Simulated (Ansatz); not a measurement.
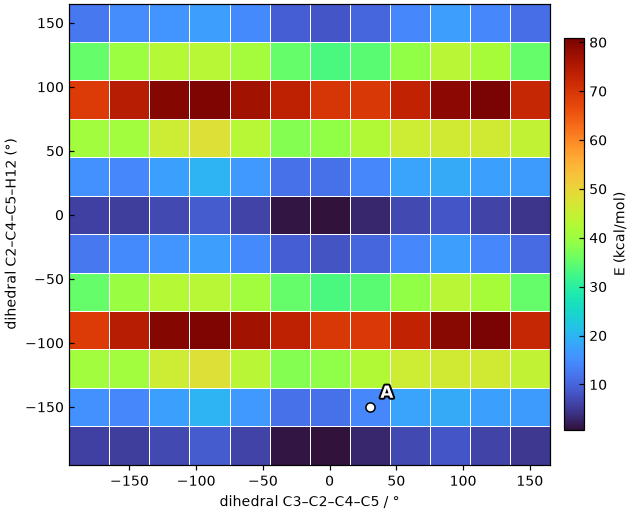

C5H8O, SMILES C=C(C)C(=C)O. First axis: dihedral C3–C2–C4–C5. Second axis: dihedral C2–C4–C5–H12. Nothing is relaxed (all other coordinates rigid). The grid has 12 × 12 points. Points are written as (first, second). Energies are in kcal/mol, from the relaxed molecule at the same level. Energies and slopes of some neighbouring points disagree (a jump in structure or state, or too coarse a mesh). The dihedral twists a double bond; near 90° a spin-restricted reference is unreliable. Theory: RKS SPW92 (LDA)/def2-SVP in Ansatz.

In the figure: one coloured cell a grid point, the point A.

Question: Which way does the force act at A, and how strong is it?

Answer: A, at (30°, −150°), is not a stationary point. The computed force is 0.099 kcal/mol for each degree towards smaller values of dihedral C3–C2–C4–C5 and 0.67 kcal/mol for each degree towards smaller values of dihedral C2–C4–C5–H12.
